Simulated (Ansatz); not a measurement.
# Fields on a plane of NiSi3P4 (space group I-42m)

```xyz
8
Lattice="-2.5808 2.5808 5.1755 2.5808 -2.5808 5.1755 2.5808 2.5808 -5.1755" Properties=species:S:1:pos:R:3 pbc="T T T"
Si     2.5808     0.0000     2.5877
Si     0.0000     2.5808     2.5877
Si     0.0000     0.0000     5.1755
Ni     0.0000     0.0000     0.0000
P      1.3387     1.3387     3.9517
P      1.3387    -1.3387     6.3993
P      1.2421     1.2421    -1.2238
P     -1.3387     1.3387     6.3993
```

The slice is a (001) plane (indices of the conventional cell) through the point (0.878, 0.359, 0.000) (fractional), spanned by u = [101] and v = [011] in vectors of this cell: u (5.16 Å) and v (5.16 Å, at 90° to u). It covers one period; positions are fractions (u, v).

Atoms on it: P at (0.48, 0.52); P at (0.00, 0.00).

The numbers are results of PBEsol (plane waves to 420 eV, PAW, scalar-relativistic; Ansatz, a first-principles code), not measurements. k mesh 9×9×9. These are valence fields of a PAW run, semicore shells included where kept as valence: close to a nucleus they are smooth pseudo fields. NiSi3P4 is run without spin polarisation. NiSi3P4 was relaxed with its symmetry unable to fall.

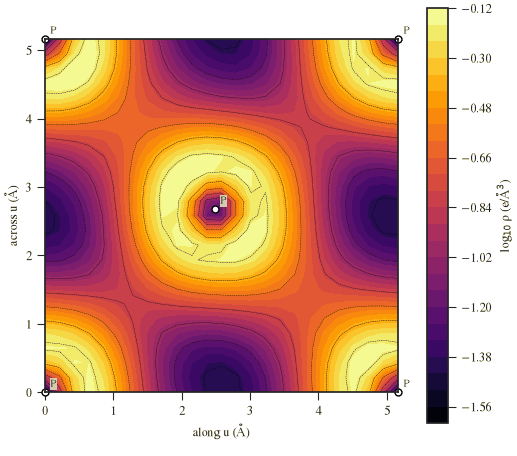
Log₁₀ of the valence density in e/Å³, one period of the plane, atoms marked. The scale is logarithmic, as a density can span decades between atoms and voids.

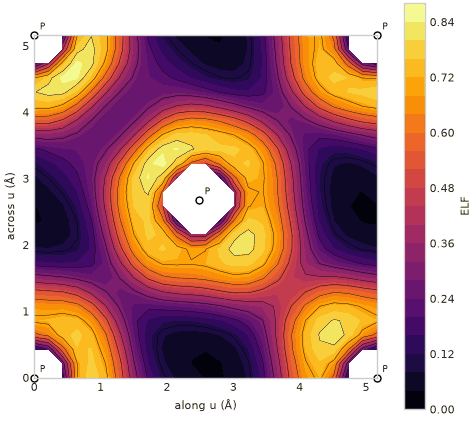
Electron localisation function (ELF), one period of the plane, atoms marked. Points within 0.4 Å of a nucleus are left white, as the pseudised field means little there.
